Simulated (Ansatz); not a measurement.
# Profile along the Co–Si line in CoSi (FeSi type, space group P2_13)

CoSi (FeSi type, space group P2_13)

Space group P2₁3 (No. 198); a = b = c = 4.3831 Å, α = β = γ = 90.00°

| atom | site | symmetry | x | y | z |
|---|---|---|---|---|---|
| Co | 4a | .3. | 0.1456 | 0.1456 | 0.1456 |
| Si | 4a | .3. | 0.8437 | 0.8437 | 0.8437 |

Fields along a shortest Co–Si line of a {100} plane (2.31 Å), from Co to Si, interpolated on the slice's grid (step about 0.2 Å). These are r2SCAN (plane waves to 500 eV, PAW, scalar-relativistic; Ansatz, a quantum-chemistry and plane-wave program) values and carry that method's errors. k mesh 11×11×11. These are valence fields of a PAW run, semicore shells included where kept as valence: close to a nucleus they are smooth pseudo fields. At this level the bands of CoSi touch or barely overlap. CoSi is run without spin polarisation. CoSi was relaxed with its symmetry unable to fall.

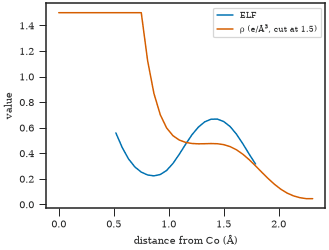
*ELF (away from the nuclei) and valence density from Co to Si.*

Density on the Co–Si line (2.31 Å) at its midpoint: 0.49 e/Å³. ELF at that point: 0.5. ELF maximum in the middle third of the Co–Si line: 0.67, 1.4 Å from Co.
